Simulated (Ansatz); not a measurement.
## Profile along the Cu–Au line in CuAu (CuAu type, space group P4/mmm)

CuAu (CuAu type, space group P4/mmm)

```
CuAu
1.0
    2.86058     0.00000     0.00000
    0.00000     2.86058     0.00000
    0.00000     0.00000     3.55181
Cu Au
1 1
Direct
  0.50000   0.50000   0.50000
  0.00000   0.00000   0.00000
```

Fields along a shortest Cu–Au line of a (0 -1 1) plane (2.69 Å), from Cu to Au, interpolated on the slice's grid (step about 0.2 Å). The numbers are results of r2SCAN (plane waves to 500 eV, PAW, scalar-relativistic; Ansatz, a quantum-chemistry and plane-wave program), not measurements. k mesh 16×16×13. Inside the PAW spheres the values are not all-electron values, and peaks at nuclei hang on which shells count as valence. CuAu is run without spin polarisation. CuAu was relaxed with its symmetry unable to fall. Spin-orbit coupling is left out, though Au is heavy.

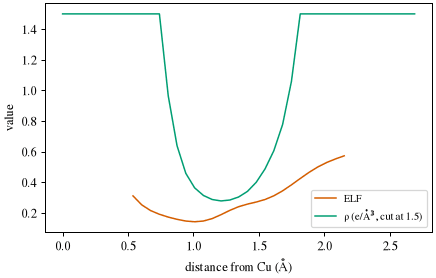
*ELF (away from the nuclei) and valence density from Cu to Au.*

Density on the Cu–Au line (2.69 Å) at its density minimum, 1.2 Å from Cu: 0.28 e/Å³. ELF at that point: 0.2.
